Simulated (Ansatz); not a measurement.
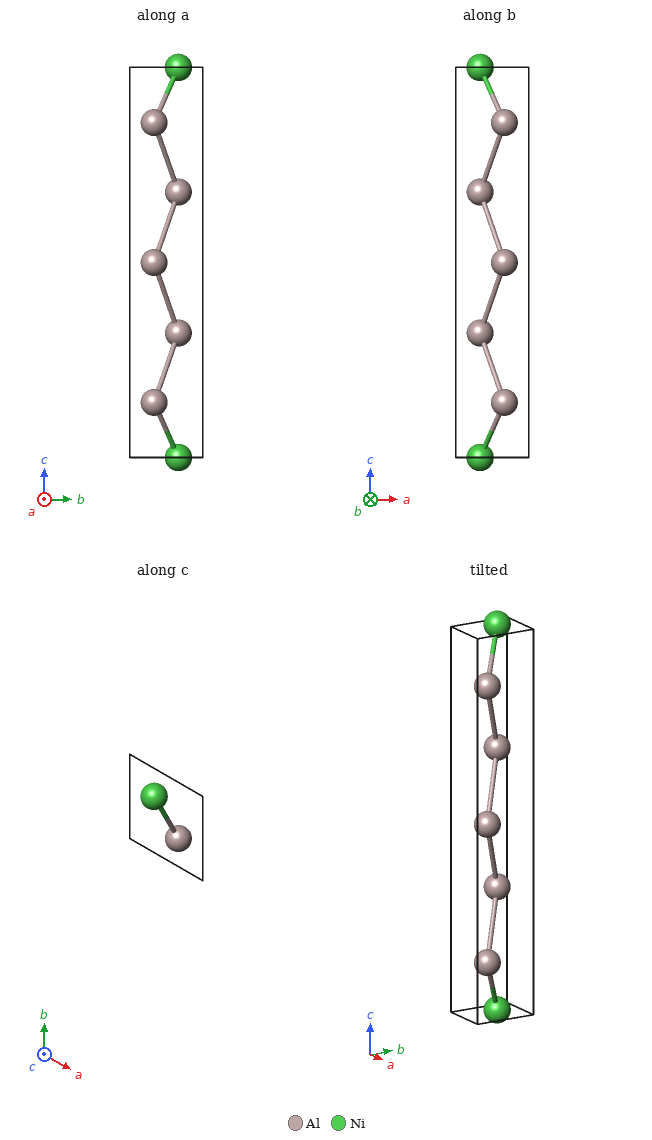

The figure gives a ball-and-stick picture of the atoms, viewed along the a axis, along the b axis, along the c axis and slightly off an axis. The frame is the conventional unit cell; atoms at its boundary are shown with their periodic copies.

Lattice parameters: a = 2.8352 Å, b = 2.8352 Å, c = 13.1309 Å, α = 90.000°, β = 90.000°, γ = 120.000°.

Q: Write down what is shown as a CIF with its space group and independent sites, with free fractional coordinates to two decimals.

A:
```cif
data_structure
_symmetry_space_group_name_H-M 'P -6 m 2'
_symmetry_Int_Tables_number 187
_cell_length_a 2.8352
_cell_length_b 2.8352
_cell_length_c 13.1309
_cell_angle_alpha 90.000
_cell_angle_beta 90.000
_cell_angle_gamma 120.000
_cell_volume 91.41
loop_
_atom_site_label
_atom_site_type_symbol
_atom_site_symmetry_multiplicity
_atom_site_Wyckoff_symbol
_atom_site_fract_x
_atom_site_fract_y
_atom_site_fract_z
_atom_site_occupancy
Al1 Al 2 h 0.3333 0.6667 0.68 1
Al2 Al 2 i 0.6667 0.3333 0.86 1
Al3 Al 1 f 0.6667 0.3333 0.50 1
Ni1 Ni 1 c 0.3333 0.6667 0.00 1
```

Provenance: a structure type filled with these elements by a generator (whether the compound takes this form wasn't checked). The final geometry of a relaxation with Ansatz 0.2.0, DFT PBE, scalar-relativistic, plane waves, PAW is shown.
